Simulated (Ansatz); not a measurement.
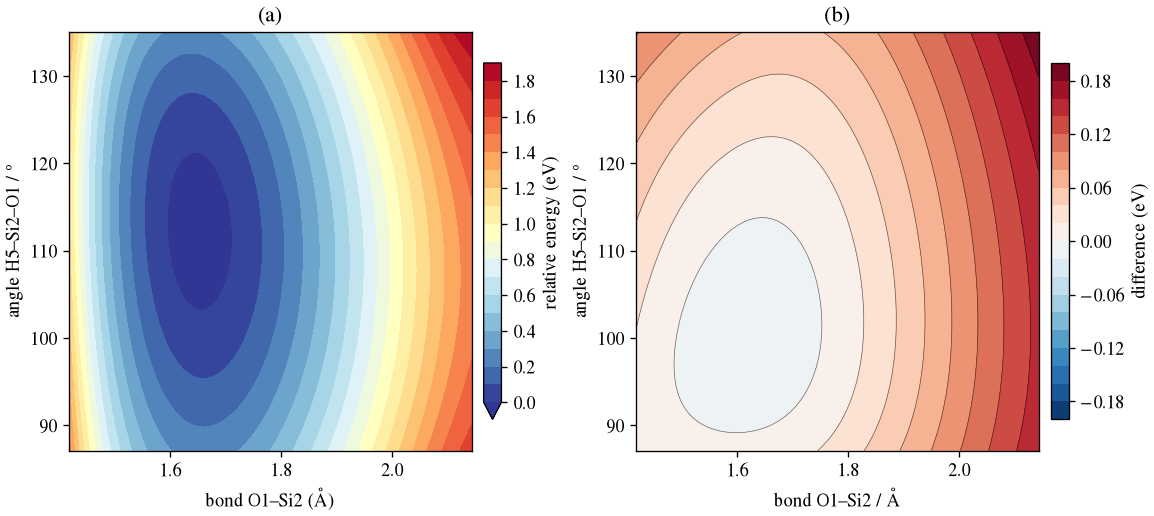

ClFHOSi, SMILES [O][SiH](F)Cl, spin multiplicity 2. 
- Two internal coordinates are moved rigidly from the geometry relaxed at PBE0-D4/def2-TZVP, all others fixed.
- First axis: bond O1–Si2. Second axis: angle H5–Si2–O1.
- The grid has 5 × 5 points.
- Points are written as (first, second).
- All energies are given in eV relative to each map's own lowest point.
- Theory: Ansatz, UKS PBE-D4/def2-TZVPP.

Panel (a): UKS PBE-D4/def2-TZVPP (Ansatz 0.2.0). Panel (b): the map at UKS PBE0-D4/def2-TZVPP (Ansatz 0.2.0) less the map of (a), each from its own lowest point.

Q: How does the change of method alter the landscape?

A: The difference runs from −0.008 eV at (1.537 Å, 99°) to 0.19 eV at (2.143 Å, 135°). The interpolated minimum moves from 1.6448 to 1.6453 Å in bond O1–Si2 and 112.5 to 111.1° in angle H5–Si2–O1.
